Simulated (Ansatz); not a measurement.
## A computed series for WC: response to strain

Start from WC (space group P-6m2, No. 187; a = 2.884 Å, c = 2.812 Å; relaxed with 0.1 eV smearing). Axes: x lies along a and z along c of the hexagonal cell.

Strains are applied to the cell and any free atomic positions relax; under biaxial strain the out-of-plane vector relaxes too.

Computed with LDA (Ansatz, a first-principles code, PAW, scalar-relativistic without spin-orbit coupling).

Notes on the quantities. in-plane stress: mean in-plane stress (compression positive).

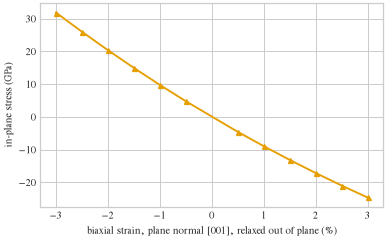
Fig. 1. in-plane stress against biaxial strain, plane normal [001], relaxed out of plane

```csv
"biaxial strain, plane normal [001], relaxed out of plane (%)",in-plane stress
-3,+31.9 GPa
-2.5,+26.0 GPa
-2,+20.4 GPa
-1.5,+15.0 GPa
-1,+9.8 GPa
-0.5,+4.8 GPa
0.5,-4.6 GPa
1,-9.0 GPa
1.5,-13.2 GPa
2,-17.2 GPa
2.5,-21.0 GPa
3,-24.6 GPa
```

No phonon test of stability was made. All final runs are without spin polarisation.
